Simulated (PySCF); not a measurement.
# H₄O₂, a solvent cluster: interaction energy, part 3 of 3

PySCF 2.14.0. Atoms count from 0, parts from 1. Earlier steps stand in the parts before.

### 8 Coupled-cluster interaction energy: CCSD(T) and MP2, 1.74 Å

The job: settings as JSON, then the geometry in Å.

```
{"job": {"kind": "intercc", "basis": "aug-cc-pVDZ", "basis_mid": "aug-cc-pVTZ", "basis_large": "aug-cc-pVQZ"}, "charge": 0, "multiplicity": 1, "parts": [{"atoms": "0-2", "charge": 0, "multiplicity": 1}, {"atoms": "3-5", "charge": 0, "multiplicity": 1}]}
O     -0.068940    -0.109212     0.274070
H     -0.596652    -0.419208    -0.467164
H      0.586814     0.478670    -0.111124
O     -1.366126     1.659815     1.839762
H     -1.477396     1.325514     2.731950
H     -0.950154     0.936604     1.347154
```

Level: CCSD(T)/aug-cc-pVDZ and MP2/aug-cc-pVTZ, aug-cc-pVQZ counterpoise interaction energy, frozen core, gas phase.

The program printed:

```text
part 1, own basis, geometry of the cluster: E = -76.0603418450 (as before)

part 2, own basis, geometry of the cluster: E = -76.0600516819 (as before)

part 1, own basis, relaxed alone: E = -76.0604054583 (as before)

part 2, own basis, relaxed alone: E = -76.0604054583 (as before)

cluster
final grid: 4656 points
cycle   1  E = -152.1231883830  dE = -6.957e-03  |g| = 3.348e-02  |ddm| = 5.100e-01
cycle   2  E = -152.1237370237  dE = -5.486e-04  |g| = 1.191e-02  |ddm| = 8.025e-02
cycle   3  E = -152.1238258932  dE = -8.887e-05  |g| = 2.666e-03  |ddm| = 3.194e-02
cycle   4  E = -152.1238301135  dE = -4.220e-06  |g| = 9.470e-04  |ddm| = 6.957e-03
cycle   5  E = -152.1238304078  dE = -2.943e-07  |g| = 2.866e-04  |ddm| = 1.771e-03
cycle   6  E = -152.1238304366  dE = -2.885e-08  |g| = 5.010e-05  |ddm| = 6.218e-04
cycle   7  E = -152.1238304382  dE = -1.520e-09  |g| = 1.169e-05  |ddm| = 1.492e-04
cycle   8  E = -152.1238304382  dE = -6.645e-11  |g| = 4.883e-06  |ddm| = 2.822e-05
converged SCF energy = -152.1238304382

part 1 in the basis of the cluster
final grid: 4656 points
cycle   1  E = -76.0604455561  dE = -1.043e-04  |g| = 2.313e-03  |ddm| = 3.166e-01
cycle   2  E = -76.0604470725  dE = -1.516e-06  |g| = 3.127e-04  |ddm| = 3.763e-02
cycle   3  E = -76.0604471136  dE = -4.110e-08  |g| = 4.540e-05  |ddm| = 6.098e-03
cycle   4  E = -76.0604471143  dE = -7.151e-10  |g| = 2.378e-05  |ddm| = 3.937e-04
converged SCF energy = -76.0604471143

part 2 in the basis of the cluster
final grid: 4656 points
cycle   1  E = -76.0601146733  dE = -6.338e-05  |g| = 1.552e-03  |ddm| = 1.865e-01
cycle   2  E = -76.0601153523  dE = -6.790e-07  |g| = 1.808e-04  |ddm| = 2.037e-02
cycle   3  E = -76.0601153657  dE = -1.338e-08  |g| = 1.872e-05  |ddm| = 3.156e-03
cycle   4  E = -76.0601153659  dE = -1.541e-10  |g| = 9.293e-06  |ddm| = 2.341e-04
converged SCF energy = -76.0601153659

Interaction energy (kcal/mol)
  counterpoise       -3.837
  uncorrected        -4.466
  dispersion part     0.000
  deformation         0.059
  binding            -3.777

Decomposition of the uncorrected value (kcal/mol)
  electrostatic     -12.713
  Pauli              15.324
  orbital            -4.768
  dispersion          0.000
  correlation        -2.309

Charge of each part in the cluster: 0.026 -0.026
part 1, own basis, geometry of the cluster: E = -76.0657052351 (as before)

part 2, own basis, geometry of the cluster: E = -76.0654013287 (as before)

part 1, own basis, relaxed alone: E = -76.0657738791 (as before)

part 2, own basis, relaxed alone: E = -76.0657738791 (as before)

cluster
final grid: 4656 points
cycle   1  E = -152.1338301444  dE = -7.076e-03  |g| = 3.386e-02  |ddm| = 6.737e-01
cycle   2  E = -152.1343912789  dE = -5.611e-04  |g| = 1.216e-02  |ddm| = 8.771e-02
cycle   3  E = -152.1344817931  dE = -9.051e-05  |g| = 2.782e-03  |ddm| = 3.277e-02
cycle   4  E = -152.1344862660  dE = -4.473e-06  |g| = 1.015e-03  |ddm| = 7.071e-03
cycle   5  E = -152.1344866007  dE = -3.346e-07  |g| = 3.050e-04  |ddm| = 1.890e-03
cycle   6  E = -152.1344866336  dE = -3.290e-08  |g| = 5.192e-05  |ddm| = 6.773e-04
cycle   7  E = -152.1344866352  dE = -1.633e-09  |g| = 1.082e-05  |ddm| = 1.520e-04
cycle   8  E = -152.1344866353  dE = -6.636e-11  |g| = 3.758e-06  |ddm| = 2.936e-05
converged SCF energy = -152.1344866353

part 1 in the basis of the cluster
final grid: 4656 points
cycle   1  E = -76.0657453779  dE = -4.000e-05  |g| = 1.303e-03  |ddm| = 4.180e-01
cycle   2  E = -76.0657458071  dE = -4.292e-07  |g| = 1.566e-04  |ddm| = 4.208e-02
cycle   3  E = -76.0657458168  dE = -9.664e-09  |g| = 1.558e-05  |ddm| = 5.455e-03
cycle   4  E = -76.0657458169  dE = -1.376e-10  |g| = 3.864e-06  |ddm| = 2.777e-04
converged SCF energy = -76.0657458169

part 2 in the basis of the cluster
final grid: 4656 points
cycle   1  E = -76.0654194907  dE = -1.919e-05  |g| = 8.123e-04  |ddm| = 2.977e-01
cycle   2  E = -76.0654196991  dE = -2.084e-07  |g| = 9.789e-05  |ddm| = 3.261e-02
cycle   3  E = -76.0654197033  dE = -4.169e-09  |g| = 7.422e-06  |ddm| = 4.956e-03
cycle   4  E = -76.0654197033  dE = -3.143e-11  |g| = 1.918e-06  |ddm| = 2.973e-04
converged SCF energy = -76.0654197033

Interaction energy (kcal/mol)
  counterpoise       -4.083
  uncorrected        -4.413
  dispersion part     0.000
  deformation         0.085
  binding            -3.998

Decomposition of the uncorrected value (kcal/mol)
  electrostatic     -12.695
  Pauli              15.426
  orbital            -4.852
  dispersion          0.000
  correlation        -2.291

Charge of each part in the cluster: 0.026 -0.026
part 1 in the basis of the cluster: E(HF) = -76.041620110  E2 = -0.220565703  E(CCSD corr) = -0.228273735  (T) = -0.005380268
part 2 in the basis of the cluster: E(HF) = -76.041028477  E2 = -0.220343531  E(CCSD corr) = -0.228050140  (T) = -0.005323125
cluster: E(HF) = -152.085805340  E2 = -0.442893268  E(CCSD corr) = -0.457685670  (T) = -0.011115568

Counterpoise interaction energy (kcal/mol)
  hf_small                  -1.981
  mp2_small                 -3.226
  ccsd_small                -2.835
  ccsdt_small               -3.094
  hf_large                  -2.084
  mp2_large                 -4.083
  hf_middle                 -2.051
  mp2_middle                -3.837
  scs_mp2_large             -3.366
  mp2_limit                 -4.238
  ccsdt_less_mp2             0.132
  ccsdt_limit_estimate      -4.106
  bsse_mp2_large             0.330
```

Wall time 33 s (1 thread of Arm Neoverse V1, shared host); peak memory 0.52 GiB.

Contacts at this geometry (a selection, picked against the atoms' radii; other short pairs can be missing):

```csv
atoms,distance (Å),kind (by distance and angle),angle (°)
H5···O0,1.74,hydrogen bond,169
```

Differences are taken before rounding.

| method | interaction energy (kcal/mol) | from CCSD(T), limit estimate (kcal/mol) |
| --- | --- | --- |
| HF/aug-cc-pVDZ | -1.98 | +2.13 |
| MP2/aug-cc-pVDZ | -3.23 | +0.88 |
| CCSD/aug-cc-pVDZ | -2.84 | +1.27 |
| CCSD(T)/aug-cc-pVDZ | -3.09 | +1.01 |
| HF/aug-cc-pVQZ | -2.08 | +2.02 |
| MP2/aug-cc-pVQZ | -4.08 | +0.02 |
| SCS-MP2/aug-cc-pVQZ | -3.37 | +0.74 |
| MP2, extrapolated | -4.24 | -0.13 |
| CCSD(T), limit estimate | -4.11 | 0 |

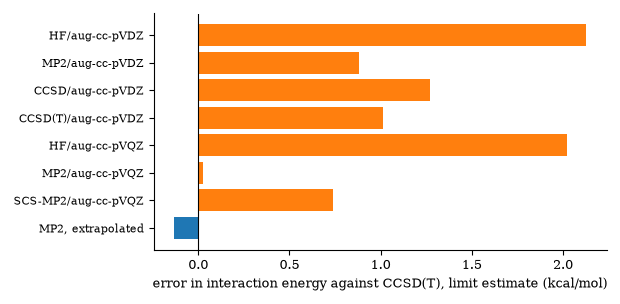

How far each level lands from CCSD(T), limit estimate.

These energies keep the parts at their geometry in the cluster; deforming them to it costs 0.08 kcal/mol (MP2).

### 9 Coupled-cluster interaction energy: CCSD(T) and MP2, 2.90 Å

Settings changed since step 8:

```diff
@@ -4,4 +4,4 @@
 H      0.586814     0.478670    -0.111124
-O     -1.366126     1.659815     1.839762
-H     -1.477396     1.325514     2.731950
-H     -0.950154     0.936604     1.347154
+O     -1.953603     2.357026     2.555152
+H     -2.064872     2.022725     3.447340
+H     -1.537631     1.633815     2.062543
```

With the program's defaults for keys left out, this is: CCSD(T)/aug-cc-pVDZ and MP2/aug-cc-pVTZ, aug-cc-pVQZ counterpoise interaction energy, frozen core, gas phase.

The program printed:

```text
part 1, own basis, geometry of the cluster: E = -76.0603418450 (as before)

part 2, own basis, geometry of the cluster: E = -76.0600516819 (as before)

part 1, own basis, relaxed alone: E = -76.0604054583 (as before)

part 2, own basis, relaxed alone: E = -76.0604054583 (as before)

cluster
final grid: 4656 points
cycle   1  E = -152.1239113119  dE = -3.029e-04  |g| = 6.936e-03  |ddm| = 2.125e-01
cycle   2  E = -152.1239337170  dE = -2.241e-05  |g| = 2.967e-03  |ddm| = 2.656e-02
cycle   3  E = -152.1239370244  dE = -3.307e-06  |g| = 1.459e-03  |ddm| = 6.366e-03
cycle   4  E = -152.1239379545  dE = -9.300e-07  |g| = 2.732e-04  |ddm| = 3.426e-03
cycle   5  E = -152.1239380012  dE = -4.672e-08  |g| = 6.011e-05  |ddm| = 7.214e-04
cycle   6  E = -152.1239380035  dE = -2.358e-09  |g| = 1.125e-05  |ddm| = 2.026e-04
cycle   7  E = -152.1239380036  dE = -7.736e-11  |g| = 2.851e-06  |ddm| = 3.821e-05
converged SCF energy = -152.1239380036

part 1 in the basis of the cluster
final grid: 4656 points
cycle   1  E = -76.0603818422  dE = -4.044e-05  |g| = 1.324e-03  |ddm| = 1.614e-01
cycle   2  E = -76.0603823777  dE = -5.355e-07  |g| = 1.706e-04  |ddm| = 1.701e-02
cycle   3  E = -76.0603823900  dE = -1.229e-08  |g| = 1.933e-05  |ddm| = 2.459e-03
cycle   4  E = -76.0603823902  dE = -1.559e-10  |g| = 9.661e-06  |ddm| = 1.706e-04
converged SCF energy = -76.0603823902

part 2 in the basis of the cluster
final grid: 4656 points
cycle   1  E = -76.0600640608  dE = -1.292e-05  |g| = 5.959e-04  |ddm| = 1.250e-01
cycle   2  E = -76.0600642066  dE = -1.458e-07  |g| = 7.306e-05  |ddm| = 1.144e-02
cycle   3  E = -76.0600642096  dE = -3.067e-09  |g| = 5.727e-06  |ddm| = 1.375e-03
cycle   4  E = -76.0600642096  dE = -2.171e-11  |g| = 1.965e-06  |ddm| = 4.646e-05
converged SCF energy = -76.0600642096

Interaction energy (kcal/mol)
  counterpoise       -2.328
  uncorrected        -2.487
  dispersion part     0.000
  deformation         0.059
  binding            -2.269

Decomposition of the uncorrected value (kcal/mol)
  electrostatic      -2.243
  Pauli               0.225
  orbital            -0.207
  dispersion          0.000
  correlation        -0.262

Charge of each part in the cluster: 0.002 -0.002
part 1, own basis, geometry of the cluster: E = -76.0657052351 (as before)

part 2, own basis, geometry of the cluster: E = -76.0654013287 (as before)

part 1, own basis, relaxed alone: E = -76.0657738791 (as before)

part 2, own basis, relaxed alone: E = -76.0657738791 (as before)

cluster
final grid: 4656 points
cycle   1  E = -152.1345840366  dE = -2.600e-04  |g| = 6.819e-03  |ddm| = 2.312e-01
cycle   2  E = -152.1346057369  dE = -2.170e-05  |g| = 3.001e-03  |ddm| = 2.804e-02
cycle   3  E = -152.1346090329  dE = -3.296e-06  |g| = 1.455e-03  |ddm| = 6.165e-03
cycle   4  E = -152.1346099839  dE = -9.510e-07  |g| = 2.712e-04  |ddm| = 3.435e-03
cycle   5  E = -152.1346100272  dE = -4.329e-08  |g| = 6.350e-05  |ddm| = 7.111e-04
cycle   6  E = -152.1346100298  dE = -2.612e-09  |g| = 1.107e-05  |ddm| = 2.298e-04
cycle   7  E = -152.1346100299  dE = -7.236e-11  |g| = 2.837e-06  |ddm| = 4.169e-05
converged SCF energy = -152.1346100299

part 1 in the basis of the cluster
final grid: 4656 points
cycle   1  E = -76.0657194954  dE = -1.422e-05  |g| = 7.768e-04  |ddm| = 2.039e-01
cycle   2  E = -76.0657197137  dE = -2.183e-07  |g| = 1.115e-04  |ddm| = 2.288e-02
cycle   3  E = -76.0657197195  dE = -5.809e-09  |g| = 1.033e-05  |ddm| = 3.470e-03
cycle   4  E = -76.0657197196  dE = -5.500e-11  |g| = 3.600e-06  |ddm| = 1.403e-04
converged SCF energy = -76.0657197196

part 2 in the basis of the cluster
final grid: 4656 points
cycle   1  E = -76.0654058644  dE = -5.420e-06  |g| = 3.974e-04  |ddm| = 9.704e-02
cycle   2  E = -76.0654059236  dE = -5.924e-08  |g| = 4.657e-05  |ddm| = 9.444e-03
cycle   3  E = -76.0654059246  dE = -1.039e-09  |g| = 3.013e-06  |ddm| = 1.191e-03
cycle   4  E = -76.0654059246  dE = -5.244e-12  |g| = 1.308e-06  |ddm| = 3.540e-05
converged SCF energy = -76.0654059246

Interaction energy (kcal/mol)
  counterpoise       -2.345
  uncorrected        -2.403
  dispersion part     0.000
  deformation         0.085
  binding            -2.261

Decomposition of the uncorrected value (kcal/mol)
  electrostatic      -2.239
  Pauli               0.219
  orbital            -0.179
  dispersion          0.000
  correlation        -0.204

Charge of each part in the cluster: 0.002 -0.002
part 1 in the basis of the cluster: E(HF) = -76.041257754  E2 = -0.219802231  E(CCSD corr) = -0.227547153  (T) = -0.005261914
part 2 in the basis of the cluster: E(HF) = -76.040948602  E2 = -0.220010989  E(CCSD corr) = -0.227741329  (T) = -0.005271831
cluster: E(HF) = -152.085740739  E2 = -0.439954373  E(CCSD corr) = -0.455383704  (T) = -0.010572273

Counterpoise interaction energy (kcal/mol)
  hf_small                  -2.218
  mp2_small                 -2.306
  ccsd_small                -2.278
  ccsdt_small               -2.302
  hf_large                  -2.187
  mp2_large                 -2.345
  hf_middle                 -2.191
  mp2_middle                -2.328
  scs_mp2_large             -2.261
  mp2_limit                 -2.361
  ccsdt_less_mp2             0.005
  ccsdt_limit_estimate      -2.356
  bsse_mp2_large             0.058
```

Run time: 33 s. Hardware: 1 thread of Arm Neoverse V1, shared host; peak memory 0.52 GiB.

Contacts at this geometry (a selection, picked against the atoms' radii; other short pairs can be missing):

```csv
atoms,distance (Å),kind (by distance and angle),angle (°)
O0···H5,2.90,at van der Waals distance,–
```

Differences are taken before rounding.

| method | interaction energy (kcal/mol) | from CCSD(T), limit estimate (kcal/mol) |
| --- | --- | --- |
| HF/aug-cc-pVDZ | -2.22 | +0.14 |
| MP2/aug-cc-pVDZ | -2.31 | +0.05 |
| CCSD/aug-cc-pVDZ | -2.28 | +0.08 |
| CCSD(T)/aug-cc-pVDZ | -2.30 | +0.05 |
| HF/aug-cc-pVQZ | -2.19 | +0.17 |
| MP2/aug-cc-pVQZ | -2.35 | +0.01 |
| SCS-MP2/aug-cc-pVQZ | -2.26 | +0.10 |
| MP2, extrapolated | -2.36 | 0.00 |
| CCSD(T), limit estimate | -2.36 | 0 |

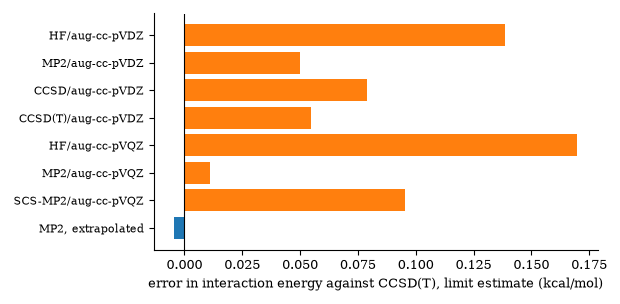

Deviations from CCSD(T), limit estimate, method by method.

These energies keep the parts at their geometry in the cluster; deforming them to it costs 0.08 kcal/mol (MP2).

### 10 Coupled-cluster interaction energy: CCSD(T) and MP2, 3.86 Å

Settings changed since step 9:

```diff
@@ -4,4 +4,4 @@
 H      0.586814     0.478670    -0.111124
-O     -1.953603     2.357026     2.555152
-H     -2.064872     2.022725     3.447340
-H     -1.537631     1.633815     2.062543
+O     -2.443166     2.938035     3.151309
+H     -2.554436     2.603734     4.043497
+H     -2.027194     2.214824     2.658700
```

With the program's defaults for keys left out, this is: CCSD(T)/aug-cc-pVDZ and MP2/aug-cc-pVTZ, aug-cc-pVQZ counterpoise interaction energy, frozen core, gas phase.

The program printed:

```text
part 1, own basis, geometry of the cluster: E = -76.0603418450 (as before)

part 2, own basis, geometry of the cluster: E = -76.0600516819 (as before)

part 1, own basis, relaxed alone: E = -76.0604054583 (as before)

part 2, own basis, relaxed alone: E = -76.0604054583 (as before)

cluster
final grid: 4656 points
cycle   1  E = -152.1219600323  dE = -5.672e-05  |g| = 3.081e-03  |ddm| = 1.075e-01
cycle   2  E = -152.1219638977  dE = -3.865e-06  |g| = 1.396e-03  |ddm| = 1.471e-02
cycle   3  E = -152.1219644739  dE = -5.762e-07  |g| = 5.951e-04  |ddm| = 3.023e-03
cycle   4  E = -152.1219646418  dE = -1.680e-07  |g| = 1.133e-04  |ddm| = 1.909e-03
cycle   5  E = -152.1219646506  dE = -8.810e-09  |g| = 2.713e-05  |ddm| = 3.412e-04
cycle   6  E = -152.1219646512  dE = -5.058e-10  |g| = 4.911e-06  |ddm| = 1.140e-04
converged SCF energy = -152.1219646512

part 1 in the basis of the cluster
final grid: 4656 points
cycle   1  E = -76.0603504461  dE = -8.680e-06  |g| = 5.921e-04  |ddm| = 7.079e-02
cycle   2  E = -76.0603506139  dE = -1.678e-07  |g| = 9.287e-05  |ddm| = 9.369e-03
cycle   3  E = -76.0603506190  dE = -5.137e-09  |g| = 7.912e-06  |ddm| = 1.725e-03
cycle   4  E = -76.0603506190  dE = -3.632e-11  |g| = 2.694e-06  |ddm| = 1.052e-04
converged SCF energy = -76.0603506190

part 2 in the basis of the cluster
final grid: 4656 points
cycle   1  E = -76.0600577771  dE = -6.242e-06  |g| = 4.391e-04  |ddm| = 7.350e-02
cycle   2  E = -76.0600578710  dE = -9.392e-08  |g| = 5.871e-05  |ddm| = 6.990e-03
cycle   3  E = -76.0600578731  dE = -2.113e-09  |g| = 3.911e-06  |ddm| = 8.816e-04
cycle   4  E = -76.0600578731  dE = -7.375e-12  |g| = 1.763e-06  |ddm| = 3.445e-05
converged SCF energy = -76.0600578731

Interaction energy (kcal/mol)
  counterpoise       -0.960
  uncorrected        -0.998
  dispersion part     0.000
  deformation         0.059
  binding            -0.901

Decomposition of the uncorrected value (kcal/mol)
  electrostatic      -0.954
  Pauli               0.007
  orbital            -0.038
  dispersion          0.000
  correlation        -0.012

Charge of each part in the cluster: 0.000 -0.000
part 1, own basis, geometry of the cluster: E = -76.0657052351 (as before)

part 2, own basis, geometry of the cluster: E = -76.0654013287 (as before)

part 1, own basis, relaxed alone: E = -76.0657738791 (as before)

part 2, own basis, relaxed alone: E = -76.0657738791 (as before)

cluster
final grid: 4656 points
cycle   1  E = -152.1326582873  dE = -4.475e-05  |g| = 3.005e-03  |ddm| = 1.034e-01
cycle   2  E = -152.1326619118  dE = -3.624e-06  |g| = 1.415e-03  |ddm| = 1.355e-02
cycle   3  E = -152.1326624852  dE = -5.733e-07  |g| = 5.878e-04  |ddm| = 2.804e-03
cycle   4  E = -152.1326626579  dE = -1.727e-07  |g| = 1.117e-04  |ddm| = 1.825e-03
cycle   5  E = -152.1326626659  dE = -8.022e-09  |g| = 2.787e-05  |ddm| = 3.047e-04
cycle   6  E = -152.1326626664  dE = -5.286e-10  |g| = 4.764e-06  |ddm| = 1.126e-04
converged SCF energy = -152.1326626664

part 1 in the basis of the cluster
final grid: 4656 points
cycle   1  E = -76.0657087248  dE = -3.526e-06  |g| = 3.399e-04  |ddm| = 7.118e-02
cycle   2  E = -76.0657087802  dE = -5.548e-08  |g| = 5.106e-05  |ddm| = 8.539e-03
cycle   3  E = -76.0657087819  dE = -1.633e-09  |g| = 4.393e-06  |ddm| = 1.476e-03
cycle   4  E = -76.0657087819  dE = -1.339e-11  |g| = 5.804e-07  |ddm| = 7.425e-05
converged SCF energy = -76.0657087819

part 2 in the basis of the cluster
final grid: 4656 points
cycle   1  E = -76.0654027101  dE = -1.679e-06  |g| = 2.067e-04  |ddm| = 6.536e-02
cycle   2  E = -76.0654027315  dE = -2.138e-08  |g| = 2.637e-05  |ddm| = 6.220e-03
cycle   3  E = -76.0654027319  dE = -4.262e-10  |g| = 2.055e-06  |ddm| = 7.552e-04
converged SCF energy = -76.0654027319

Interaction energy (kcal/mol)
  counterpoise       -0.966
  uncorrected        -0.981
  dispersion part     0.000
  deformation         0.085
  binding            -0.881

Decomposition of the uncorrected value (kcal/mol)
  electrostatic      -0.952
  Pauli               0.006
  orbital            -0.031
  dispersion          0.000
  correlation        -0.005

Charge of each part in the cluster: 0.000 -0.000
part 1 in the basis of the cluster: E(HF) = -76.041212602  E2 = -0.219679111  E(CCSD corr) = -0.227432452  (T) = -0.005237962
part 2 in the basis of the cluster: E(HF) = -76.040935498  E2 = -0.219936680  E(CCSD corr) = -0.227673991  (T) = -0.005259693
cluster: E(HF) = -152.083715516  E2 = -0.439572413  E(CCSD corr) = -0.455048937  (T) = -0.010493548

Counterpoise interaction energy (kcal/mol)
  hf_small                  -0.984
  mp2_small                 -0.956
  ccsd_small                -0.948
  ccsdt_small               -0.945
  hf_large                  -0.973
  mp2_large                 -0.966
  hf_middle                 -0.977
  mp2_middle                -0.961
  scs_mp2_large             -0.946
  mp2_limit                 -0.972
  ccsdt_less_mp2             0.011
  ccsdt_limit_estimate      -0.961
  bsse_mp2_large             0.015
```

Wall time 32 s (1 thread of Arm Neoverse V1, shared host); peak memory 0.55 GiB.

Contacts at this geometry (a selection, picked against the atoms' radii; other short pairs can be missing):

| atoms | distance (Å) | kind (by distance and angle) | angle (°) |
| --- | --- | --- | --- |
| O0···H5 | 3.86 | beyond van der Waals contact | – |

| method | interaction energy (kcal/mol) | from CCSD(T), limit estimate (kcal/mol) |
| --- | --- | --- |
| HF/aug-cc-pVDZ | -0.98 | -0.02 |
| MP2/aug-cc-pVDZ | -0.96 | 0.00 |
| CCSD/aug-cc-pVDZ | -0.95 | +0.01 |
| CCSD(T)/aug-cc-pVDZ | -0.94 | +0.02 |
| HF/aug-cc-pVQZ | -0.97 | -0.01 |
| MP2/aug-cc-pVQZ | -0.97 | -0.01 |
| SCS-MP2/aug-cc-pVQZ | -0.95 | +0.01 |
| MP2, extrapolated | -0.97 | -0.01 |
| CCSD(T), limit estimate | -0.96 | 0 |

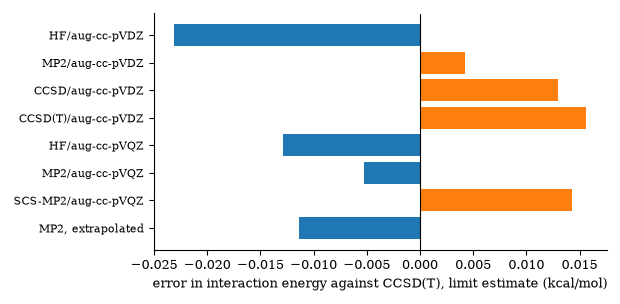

Deviations from CCSD(T), limit estimate, method by method.

These energies keep the parts at their geometry in the cluster; deforming them to it costs 0.08 kcal/mol (MP2).

### 11 The curve

Counterpoise interaction energies (kcal/mol):

```
O0···H5 (Å)     HF  MP2 limit  CCSD(T) estimate  time
       1.74  -2.08      -4.24             -4.11  33 s
       1.83  -3.03      -4.80             -4.72  33 s
       1.93  -3.53      -4.98             -4.94  36 s
       2.03  -3.73      -4.93             -4.90  34 s
       2.12  -3.75      -4.72             -4.71  33 s
       2.41  -3.26      -3.79             -3.79  33 s
       2.90  -2.19      -2.36             -2.36  33 s
       3.86  -0.97      -0.97             -0.96  32 s
```

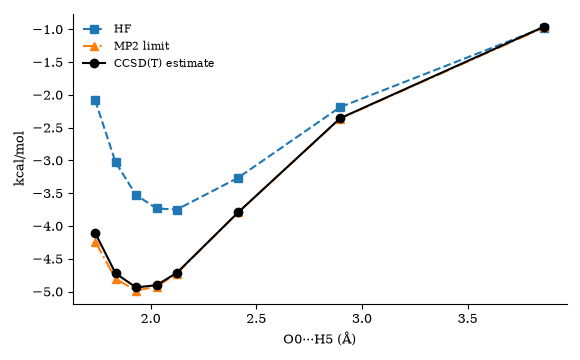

Interaction energy along the rigid scan.

### 12 Summary of results

What follows sums up all 3 parts.

| quantity | value |
| --- | --- |
| point group | C1 |
| rotational constants (main isotopes) | 215.11, 6.54, 6.51 GHz |
| CCSD(T) estimate at 1.74 Å | -4.11 kcal/mol |
| CCSD(T) estimate at 1.83 Å | -4.72 kcal/mol |
| CCSD(T) estimate at 1.93 Å | -4.94 kcal/mol |
| CCSD(T) estimate at 2.03 Å | -4.90 kcal/mol |
| CCSD(T) estimate at 2.12 Å | -4.71 kcal/mol |
| CCSD(T) estimate at 2.41 Å | -3.79 kcal/mol |
| CCSD(T) estimate at 2.90 Å | -2.36 kcal/mol |
| CCSD(T) estimate at 3.86 Å | -0.96 kcal/mol |

Over 3 steps the energy fell by 0.029 eV; of the close pairs, O3–H5 changed most, 0.950 to 0.969 Å. Along the rigid scan the CCSD(T) estimate is lowest at 1.93 Å (-4.94 kcal/mol), where MP2 at the limit misses it by -0.05 and Hartree-Fock by +1.41.
